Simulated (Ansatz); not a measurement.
**SiO (SMILES O=[Si]): levels of theory compared**

Aim: a comparison of 6 runs (BHLYP/STO-3G, BLYP/STO-3G, PBE0/STO-3G, r2SCAN0/STO-3G, MP2/STO-3G, UCCSD(T)/STO-3G) of SiO. 

The calculation is run with Ansatz 0.2.0.

55 further runs of the same task are left out: 15 that didn't finish, 40 set aside as unsound or not needed.

### 1 The molecule

The species is SiO (2 atoms), meant as a singlet with charge 0. SMILES: `O=[Si]`. The Si2–O1 distance was set to 3.772 Å, away from the relaxed value.

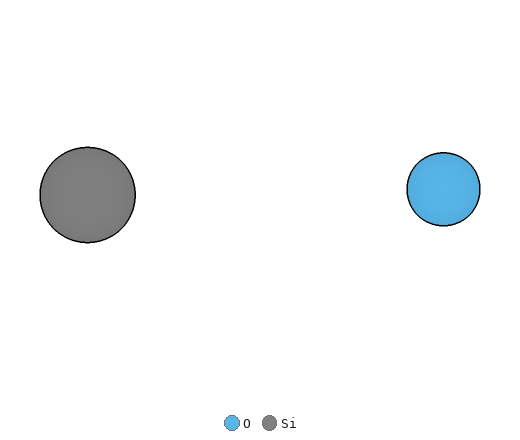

Viewed from a chosen angle; oxygen blue, silicon grey.

### 2 A single-point energy at BHLYP/STO-3G (run 1)

input.yaml

```yaml
basis:
  gaussian: {orbitals: STO-3G}
crystal:
  periodic: [false, false, false]
  atoms:
    - symbol: O
      position_ang: [-2.562784, 0.925994, -1.295992]
    - symbol: Si
      position_ang: [0.640700, -0.231500, 0.324000]
magnetization: {spin_polarized: false}
hamiltonian: {xc: {name: BHLYP}}
accuracy: high
```

Launch:

```sh
$ ansatz run input.yaml --threads 1 --pin off --max-ram 2610MiB --events-out events.jsonl --progress --plain --runs-dir runs
```

The log of the run:

```text
Warning: RAYON_NUM_THREADS=1 ignored (pool sized by the plan → 1); use --threads N
Functional definition: BHLYP
  name "BHLYP"
  parameter a = 0.5
  exchange = (1 - a)*b88_x + a*exact_x
  correlation = lyp_c
204 factors; integrals over basis functions are off by at most 5.3e-9 eV
mean field evaluation 1: about -9753.3990 eV, gradient 1.2e1 eV
mean field evaluation 2: about -9573.6484 eV, gradient 9.7e0 eV
mean field evaluation 4: about -9753.0739 eV, gradient 1.4e1 eV
mean field evaluation 8: about -9789.9999 eV, gradient 8.7e0 eV
mean field evaluation 16: about -9790.9471 eV, gradient 2.3e-7 eV
mean field evaluation 32: about -9790.9471 eV, gradient 9.7e-9 eV
mean field -9790.94709681 eV, -359.8106692656 hartree, gradient 9.7e-9 eV, S^2 0.000000; 2 other end points of the search recorded, 0 dependent functions left out
reference -9790.94711358 eV, -359.8106698816 hartree; 11, 11 occupied and 3, 3 virtual orbitals, 204 factors
Total energy: -9790.94711358 eV, -359.8106698816 hartree
```

Wall time 0.72 s (1 thread of Arm Neoverse V1, shared host).

### 3 The energy at BLYP/STO-3G (run 2)

job.yaml

```yaml
crystal:
  periodic: [false, false, false]
  atoms:
    - {symbol: O, position_ang: [-2.562784, 0.925994, -1.295992]}
    - {symbol: Si, position_ang: [0.640700, -0.231500, 0.324000]}
basis:
  gaussian: {orbitals: STO-3G}
hamiltonian: {xc: {name: BLYP}}
accuracy: high
```

Launch:

```sh
$ ansatz run job.yaml --threads 1 --pin off --max-ram 2610MiB --events-out events.jsonl --progress --plain --runs-dir runs
```

The log of the run, cut to the lines that bear on the results:

```text
Warning: RAYON_NUM_THREADS=1 ignored (pool sized by the plan → 1); use --threads N
Functional definition: BLYP
  name "BLYP"
[...]
204 factors; integrals over basis functions are off by at most 5.3e-9 eV
[...]
mean field -9791.61050747 eV, -359.8350491577 hartree, gradient 1.9e-8 eV, S^2 0.000000; 15 other end points of the search recorded, 0 dependent functions left out
reference -9791.61053973 eV, -359.8350503431 hartree; 11, 11 occupied and 3, 3 virtual orbitals, 204 factors
Total energy: -9791.61053973 eV, -359.8350503431 hartree
```

Run time: 2.9 s. Hardware: 1 thread of Arm Neoverse V1, shared host.

### 4 A single-point energy at PBE0/STO-3G (run 3)

input.yaml

```yaml
crystal:
  periodic: [false, false, false]
  atoms:
    - symbol: O
      position_ang: [-2.562784, 0.925994, -1.295992]
    - symbol: Si
      position_ang: [0.640700, -0.231500, 0.324000]
basis:
  gaussian:
    orbitals: STO-3G
accuracy: high
hamiltonian:
  xc: pbe0
```

Launch:

```sh
$ ansatz run input.yaml --threads 1 --pin off --max-ram 2610MiB --events-out events.jsonl --progress --plain --runs-dir runs
```

The log of the run:

```text
Warning: RAYON_NUM_THREADS=1 ignored (pool sized by the plan → 1); use --threads N
Functional definition: PBE0
  name "PBE0"
  parameter a = 0.25
  parameter kappa = 0.804
  parameter beta = 0.06672455060314922
  exchange = (1 - a)*pbe_x(kappa = kappa, mu = beta*pi^2/3) + a*exact_x
  correlation = pbe_c(beta = beta)
204 factors; integrals over basis functions are off by at most 5.3e-9 eV
mean field evaluation 1: about -9747.9088 eV, gradient 1.3e1 eV
mean field evaluation 2: about -9568.9841 eV, gradient 9.8e0 eV
mean field evaluation 4: about -9747.2032 eV, gradient 1.8e1 eV
mean field evaluation 8: about -9785.5528 eV, gradient 5.8e0 eV
mean field evaluation 16: about -9785.8676 eV, gradient 1.4e-5 eV
mean field evaluation 32: about -9785.5483 eV, gradient 5.0e0 eV
mean field -9785.86755294 eV, -359.6239994714 hartree, gradient 1.6e-9 eV, S^2 0.000000; 2 other end points of the search recorded, 0 dependent functions left out
reference -9785.86755407 eV, -359.6239995127 hartree; 11, 11 occupied and 3, 3 virtual orbitals, 204 factors
Total energy: -9785.86755407 eV, -359.6239995127 hartree
```

It took 0.76 s on 1 thread of Arm Neoverse V1, shared host.

Runs 4 to 5 aren't shown in full; the table further down has their settings and results.

### 5 The energy at UCCSD(T)/STO-3G (run 6)

in.yaml

```yaml
crystal:
  periodic: [false, false, false]
  atoms:
    - {symbol: O, position_ang: [-2.562784, 0.925994, -1.295992]}
    - {symbol: Si, position_ang: [0.640700, -0.231500, 0.324000]}
basis:
  gaussian:
    orbitals: STO-3G
magnetization:
  spin_polarized: true
  initial_magnetization: 0
correlation:
  method: ccsd_t
  frozen_orbitals: {O: 1, Si: 5}
accuracy: high
scf:
  omitted_lower_state_checks: [cluster_reference, increment]
```

Launch:

```sh
$ ansatz run in.yaml --threads 1 --pin off --max-ram 2610MiB --events-out events.jsonl --progress --plain --runs-dir runs
```

The log of the run:

```text
Warning: RAYON_NUM_THREADS=1 ignored (pool sized by the plan → 1); use --threads N
[... 19 lines left out ...]
6 core orbitals not correlated: weight in the atoms' cores, before any rotation towards them, 1.000 or more for the frozen orbitals, at most 0.000 for the correlated occupied ones
[... 252 lines left out ...]
Total energy: -9776.62236288 eV, -359.2842450030 hartree
Checks for a lower state left out: cluster_reference, increment
```

It took 0.8 s on 1 thread of Arm Neoverse V1, shared host.

### 6 The series

```csv
run,level,frozen core orbitals,energy (Eh),wall time
1,BHLYP/STO-3G,–,-359.810670,0.72 s
2,BLYP/STO-3G,–,-359.835050,2.9 s
3,PBE0/STO-3G,–,-359.624000,0.76 s
4,r2SCAN0/STO-3G,–,-359.754937,2.3 s
5,MP2/STO-3G,6,-359.079032,0.3 s
6,UCCSD(T)/STO-3G,6,-359.284245,0.8 s
```

### 7 Summary of results

| quantity | value |
| --- | --- |
| run 6: total energy | -359.28425 Eh |
| run 6: correlation energy (6 core orbitals frozen) | -13.4 mEh |
| run 6: (T) correction | 0.00 mEh |
| run 6: ⟨S²⟩ of the reference determinant | 2.000 |
| run 6: T1 diagnostic | 0.000 |

Totals of different functionals can't be ranked against each other. In run 5 the log says that unrestricted orbitals would lower the reference, so the values rest on an unstable closed-shell determinant (other closed-shell runs at this shape may share the fault). In runs 1, 2, 3, 4, 5, 6 the basis is minimal, so the values are rough. In runs 1, 2, 3, 4, 5 a closed-shell determinant meets a far-stretched bond, which it describes badly. Spin contamination of the reference: run 6 ⟨S²⟩ = 2.00. Where it is this large, the reference is a mixture of spin states, and values that rest on it are in doubt. All runs together took 7.8 s, the longest 2.9 s.
